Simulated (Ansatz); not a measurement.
The starting structures come from a database of crystals and need not be the phases stable at ambient conditions.

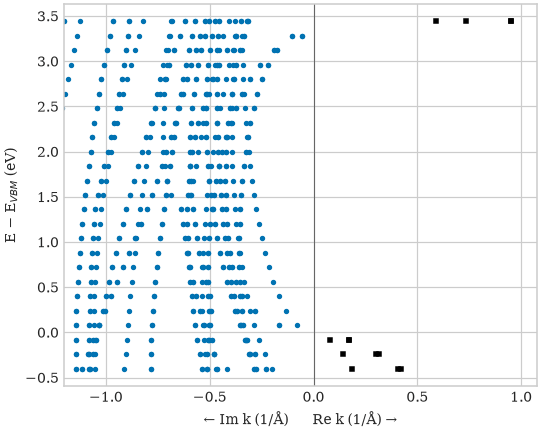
*Complex bands at the centre of the two-dimensional zone; r2SCAN run with Ansatz (a program for electronic structure)*

No gap correction and no spin-orbit coupling; mid-gap values are interpolated between computed energies.

### Question
This is HfSO (P2_13, not sure to be the ambient phase, 12 atoms a cell, 15.1 Å³ an atom, 2 GPa at this level) along the normal of (111). Read off the slowest decay at the centre of the two-dimensional zone at 1.68 eV, the computed energy nearest the middle of the gap.

### Answer
κ ≈ 0.30 1/Å, a decay length 1/(2κ) of the density of 1.7 Å.
